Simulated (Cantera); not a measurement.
Charge: 1 mol Si₂Cl₆, 37 mol H₂, at 24.0 mbar.

Method: chemical equilibrium by Gibbs-energy minimisation in Cantera with the NASA 1993 tables (ideal gas, pure condensed phases). Candidate condensed phases: Si; 19 gas species. The feed counts by its element totals alone. The tables' values for SiCl₃ are old estimates; treat these amounts as uncertain. Equilibrium is a limit: real reactors are often held back by kinetics, nucleation or transport.

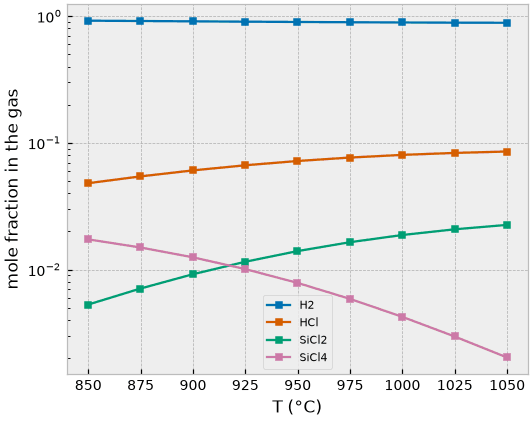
*Equilibrium gas composition (values under 1e-9 drawn at 1e-9)*

Task: Read off the mole fractions at 1000 °C.

Result: H₂ about 0.89, HCl about 0.080, SiCl₂ about 0.019, SiCl₄ about 0.0042.
